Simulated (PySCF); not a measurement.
**C2H3ClN−, an ion with solvent molecules: interaction energy**

Wanted: the interaction energy for `[Cl-]` with `CC#N`.

Computed with PySCF 2.14.0; each step states its level. No surroundings beyond the atoms listed, unless a continuum is named. Atoms count from 0, parts from 1.

### Step 1. The system as given

7 atoms, charge -1, multiplicity 1; geometry: GFN2-xTB. Parts: 1 = atom 0, `[Cl-]`, charge -1; 2 = atoms 1–6, `CC#N`, charge 0.

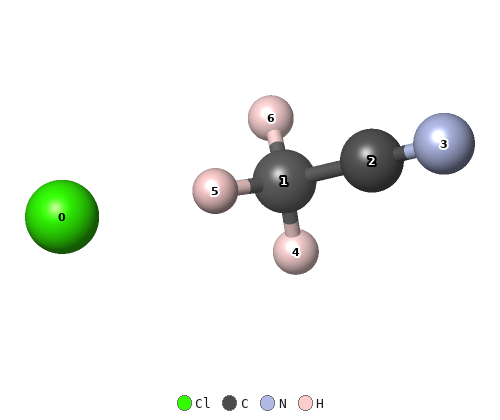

The starting geometry (chlorine green, carbon dark grey, nitrogen light blue, hydrogen pink), atoms numbered.

### Step 2. Geometry optimisation at PBE0-D3(BJ)/def2-SVPD

Job settings and geometry (Å):

```
{"job": {"xc": "PBE0", "basis": "def2-SVPD", "d3": "d3bj", "grid": 2, "kind": "geom"}, "charge": -1, "multiplicity": 1, "parts": [{"atoms": "0-0", "charge": -1, "multiplicity": 1}, {"atoms": "1-6", "charge": 0, "multiplicity": 1}]}
Cl    -0.391407    -0.626759     0.083619
C     -0.633289    -0.349515    -3.130661
C     -0.821289     0.916378    -3.750244
N     -0.973425     1.923469    -4.280718
H      0.298534    -0.797178    -3.474614
H     -0.577253    -0.253717    -2.029414
H     -1.468273    -1.008117    -3.367657
```

The run is started by

```sh
$ OMP_NUM_THREADS=1 python cluster_run.py task.json out
```

This one command runs all jobs of the session in turn.

Standard output:

```text
step   0  E = -592.50599344  max force = 0.025056
step   1  E = -592.50741140  max force = 0.001138
step   2  E = -592.50742424  max force = 0.000435
optimisation converged
```

Wall time 12 s (1 thread of Intel Xeon Platinum 8488C, shared host); peak memory 0.52 GiB.

Along the way:

| step | energy from step 0 (eV) | largest force component (eV/Å) |
| --- | --- | --- |
| 0 | 0.0000 | 1.2884 |
| 1 | -0.0386 | 0.0585 |
| 2 | -0.0389 | 0.0224 |

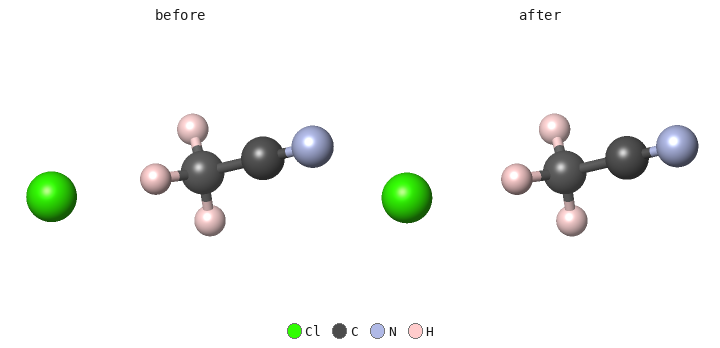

Before and after, at one scale.

Close pairs (by a distance rule), those that changed most:

| bond | before (Å) | after (Å) | change (Å) |
| --- | --- | --- | --- |
| C1–C2 | 1.422 | 1.447 | +0.025 |
| C1–H5 | 1.107 | 1.121 | +0.014 |
| C2–N3 | 1.148 | 1.159 | +0.011 |
| C1–H4 | 1.089 | 1.099 | +0.009 |
| C1–H6 | 1.090 | 1.099 | +0.009 |

The end geometry stands in the next job.

| at the end point | value |
| --- | --- |
| point group (found at 0.08 Å tolerance) | Cs |
| rotational constants (GHz, main isotopes) | 21.846, 1.378, 1.307 |

Contacts at the end point (a selection, picked against the atoms' radii; other short pairs can be missing):

| atoms | distance (Å) | kind (by distance and angle) | angle (°) |
| --- | --- | --- | --- |
| H5···Cl0 | 2.24 | weak hydrogen bond | 163 |

Against the parts relaxed at this level the binding energy is -15.30 kcal/mol, without counterpoise.

### Step 3. Coupled-cluster interaction energy: CCSD(T) and MP2

Job settings and geometry (Å):

```
{"job": {"kind": "intercc", "basis": "aug-cc-pVDZ", "basis_large": "aug-cc-pVTZ"}, "charge": -1, "multiplicity": 1, "parts": [{"atoms": "0-0", "charge": -1, "multiplicity": 1}, {"atoms": "1-6", "charge": 0, "multiplicity": 1}]}
Cl    -0.404734    -0.720225     0.150435
C     -0.660390    -0.317825    -3.143150
C     -0.852231     0.956881    -3.801268
N     -1.005879     1.971857    -4.339356
H      0.274663    -0.779611    -3.489003
H     -0.601434    -0.235726    -2.026530
H     -1.496325    -0.990130    -3.380641
```

Method: CCSD(T)/aug-cc-pVDZ and MP2/aug-cc-pVTZ counterpoise interaction energy, frozen core, gas phase.

Standard output:

```text
part 1, own basis, geometry of the cluster
final grid: 11752 points
cycle   1  E = -459.5313811503  dE = -2.624e-01  |g| = 3.308e-01  |ddm| = 5.018e-01
cycle   2  E = -459.5679486961  dE = -3.657e-02  |g| = 1.745e-01  |ddm| = 9.729e-01
cycle   3  E = -459.5736707431  dE = -5.722e-03  |g| = 1.447e-02  |ddm| = 1.846e-01
cycle   4  E = -459.5737325466  dE = -6.180e-05  |g| = 2.898e-03  |ddm| = 3.265e-02
cycle   5  E = -459.5737369306  dE = -4.384e-06  |g| = 3.723e-04  |ddm| = 1.275e-02
cycle   6  E = -459.5737370341  dE = -1.035e-07  |g| = 1.955e-05  |ddm| = 2.526e-03
cycle   7  E = -459.5737370343  dE = -2.414e-10  |g| = 2.152e-06  |ddm| = 8.779e-05
converged SCF energy = -459.5737370343

part 2, own basis, geometry of the cluster
final grid: 49528 points
cycle   1  E = -131.8914806379  dE =  3.517e-01  |g| = 5.070e-01  |ddm| = 4.450e+00
cycle   2  E = -131.9263022204  dE = -3.482e-02  |g| = 4.665e-01  |ddm| = 1.147e+00
cycle   3  E = -131.9707883227  dE = -4.449e-02  |g| = 5.333e-02  |ddm| = 5.231e-01
cycle   4  E = -131.9720978103  dE = -1.309e-03  |g| = 1.661e-02  |ddm| = 1.325e-01
cycle   5  E = -131.9722042236  dE = -1.064e-04  |g| = 4.627e-03  |ddm| = 4.338e-02
cycle   6  E = -131.9722151073  dE = -1.088e-05  |g| = 1.645e-03  |ddm| = 1.403e-02
cycle   7  E = -131.9722159397  dE = -8.324e-07  |g| = 3.535e-04  |ddm| = 3.770e-03
cycle   8  E = -131.9722159797  dE = -4.004e-08  |g| = 6.239e-05  |ddm| = 8.727e-04
cycle   9  E = -131.9722159814  dE = -1.687e-09  |g| = 1.781e-05  |ddm| = 1.647e-04
cycle  10  E = -131.9722159817  dE = -3.014e-10  |g| = 8.440e-06  |ddm| = 5.479e-05
converged SCF energy = -131.9722159817

part 1, own basis, relaxed alone: E = -459.5737370343 (as before)

part 2, own basis, relaxed alone
final grid: 49528 points
cycle   1  E = -131.8938230274  dE =  3.678e-01  |g| = 5.058e-01  |ddm| = 4.497e+00
cycle   2  E = -131.9290108972  dE = -3.519e-02  |g| = 4.624e-01  |ddm| = 1.151e+00
cycle   3  E = -131.9726129407  dE = -4.360e-02  |g| = 5.306e-02  |ddm| = 5.215e-01
cycle   4  E = -131.9739095401  dE = -1.297e-03  |g| = 1.638e-02  |ddm| = 1.325e-01
cycle   5  E = -131.9740128972  dE = -1.034e-04  |g| = 4.582e-03  |ddm| = 4.312e-02
cycle   6  E = -131.9740235428  dE = -1.065e-05  |g| = 1.610e-03  |ddm| = 1.400e-02
cycle   7  E = -131.9740243351  dE = -7.923e-07  |g| = 3.423e-04  |ddm| = 3.707e-03
cycle   8  E = -131.9740243718  dE = -3.669e-08  |g| = 5.800e-05  |ddm| = 8.526e-04
cycle   9  E = -131.9740243730  dE = -1.210e-09  |g| = 1.137e-05  |ddm| = 1.582e-04
cycle  10  E = -131.9740243731  dE = -6.378e-11  |g| = 1.699e-06  |ddm| = 3.887e-05
converged SCF energy = -131.9740243731

cluster
final grid: 6720 points
cycle   1  E = -591.5625774879  dE = -1.200e-02  |g| = 5.388e-02  |ddm| = 6.144e-01
cycle   2  E = -591.5637641307  dE = -1.187e-03  |g| = 3.149e-02  |ddm| = 1.555e-01
cycle   3  E = -591.5640405049  dE = -2.764e-04  |g| = 1.403e-02  |ddm| = 5.408e-02
cycle   4  E = -591.5641298738  dE = -8.937e-05  |g| = 2.392e-03  |ddm| = 4.328e-02
cycle   5  E = -591.5641341176  dE = -4.244e-06  |g| = 8.910e-04  |ddm| = 9.207e-03
cycle   6  E = -591.5641348365  dE = -7.189e-07  |g| = 3.573e-04  |ddm| = 3.512e-03
cycle   7  E = -591.5641349958  dE = -1.593e-07  |g| = 1.751e-04  |ddm| = 1.475e-03
cycle   8  E = -591.5641350474  dE = -5.161e-08  |g| = 5.444e-05  |ddm| = 9.193e-04
cycle   9  E = -591.5641350522  dE = -4.763e-09  |g| = 1.156e-05  |ddm| = 3.575e-04
cycle  10  E = -591.5641350523  dE = -1.510e-10  |g| = 3.021e-06  |ddm| = 7.690e-05
converged SCF energy = -591.5641350523

part 1 in the basis of the cluster
final grid: 6720 points
cycle   1  E = -459.5735257527  dE = -3.556e-05  |g| = 1.304e-03  |ddm| = 1.901e-01
cycle   2  E = -459.5735263526  dE = -5.998e-07  |g| = 2.647e-04  |ddm| = 2.240e-02
cycle   3  E = -459.5735263965  dE = -4.392e-08  |g| = 1.266e-04  |ddm| = 4.792e-03
cycle   4  E = -459.5735264014  dE = -4.931e-09  |g| = 1.783e-05  |ddm| = 1.260e-03
cycle   5  E = -459.5735264018  dE = -3.267e-10  |g| = 1.468e-06  |ddm| = 5.375e-04
converged SCF energy = -459.5735264018

part 2 in the basis of the cluster
final grid: 6720 points
cycle   1  E = -131.9722404438  dE = -2.413e-05  |g| = 7.419e-04  |ddm| = 3.045e-01
cycle   2  E = -131.9722405870  dE = -1.432e-07  |g| = 7.026e-05  |ddm| = 2.547e-02
cycle   3  E = -131.9722405888  dE = -1.722e-09  |g| = 9.903e-06  |ddm| = 2.957e-03
cycle   4  E = -131.9722405888  dE = -2.308e-11  |g| = 7.272e-06  |ddm| = 1.224e-04
converged SCF energy = -131.9722405888

Interaction energy (kcal/mol)
  counterpoise      -14.323
  uncorrected       -15.104
  dispersion part     0.000
  deformation         0.503
  binding           -13.820

Decomposition of the uncorrected value (kcal/mol)
  electrostatic     -18.697
  Pauli              15.643
  orbital            -8.510
  dispersion          0.000
  correlation        -3.540

Charge of each part in the cluster: -0.965 -0.035
part 1 in the basis of the cluster: E(HF) = -459.563774842  E2 = -0.160569592  E(CCSD corr) = -0.172065386  (T) = -0.004400039
part 2 in the basis of the cluster: E(HF) = -131.941457817  E2 = -0.440231495  E(CCSD corr) = -0.460710765  (T) = -0.018933302
cluster: E(HF) = -591.523330951  E2 = -0.603797371  E(CCSD corr) = -0.634634884  (T) = -0.023958939

Counterpoise interaction energy (kcal/mol)
  hf_small                 -11.357
  mp2_small                -13.237
  ccsd_small               -12.523
  ccsdt_small              -12.916
  hf_large                 -11.526
  mp2_large                -14.323
  scs_mp2_large            -13.202
  mp2_limit                -14.709
  ccsdt_less_mp2             0.321
  ccsdt_limit_estimate     -14.387
  bsse_mp2_large             0.782
```

It took 3.9 min on 1 thread of Intel Xeon Platinum 8488C, shared host; peak memory 2.2 GiB.

Contacts at this geometry (a selection, picked against the atoms' radii; other short pairs can be missing):

| atoms | distance (Å) | kind (by distance and angle) | angle (°) |
| --- | --- | --- | --- |
| H5···Cl0 | 2.24 | weak hydrogen bond | 163 |

Differences are taken before rounding.

| method | interaction energy (kcal/mol) | from CCSD(T), limit estimate (kcal/mol) |
| --- | --- | --- |
| HF/aug-cc-pVDZ | -11.36 | +3.03 |
| MP2/aug-cc-pVDZ | -13.24 | +1.15 |
| CCSD/aug-cc-pVDZ | -12.52 | +1.86 |
| CCSD(T)/aug-cc-pVDZ | -12.92 | +1.47 |
| HF/aug-cc-pVTZ | -11.53 | +2.86 |
| MP2/aug-cc-pVTZ | -14.32 | +0.06 |
| SCS-MP2/aug-cc-pVTZ | -13.20 | +1.19 |
| MP2, extrapolated | -14.71 | -0.32 |
| CCSD(T), limit estimate | -14.39 | 0 |

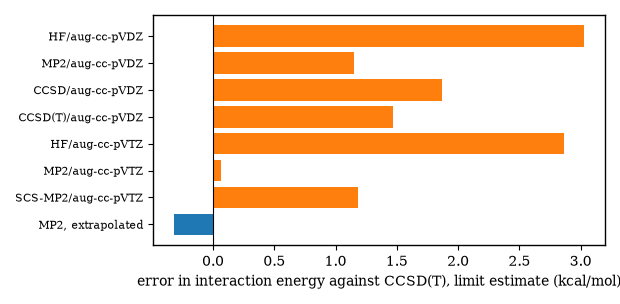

Deviations from CCSD(T), limit estimate, method by method.

These energies keep the parts at their geometry in the cluster; deforming them to it costs 0.50 kcal/mol (MP2).

### Step 4. Outcome

```
                                  quantity                  value
                               point group                     Cs
      rotational constants (main isotopes)  21.85, 1.38, 1.31 GHz
interaction energy, CCSD(T) limit estimate        -14.39 kcal/mol
                           MP2/aug-cc-pVTZ        -14.32 kcal/mol
                             T1 diagnostic                 0.0122
```

**Reading.** The optimisation took 2 steps and gained 0.039 eV; among the close pairs (by a distance rule), C1–C2 changed most, from 1.422 to 1.447 Å. The interaction energy leaves out the deformation of the parts, 0.50 kcal/mol (MP2); added to the CCSD(T) estimate it gives a binding of about -13.88 kcal/mol. The estimate adds CCSD(T) less MP2 in the small basis (+0.32 kcal/mol) to extrapolated MP2. Hartree-Fock gives -11.53 against -14.39 kcal/mol.
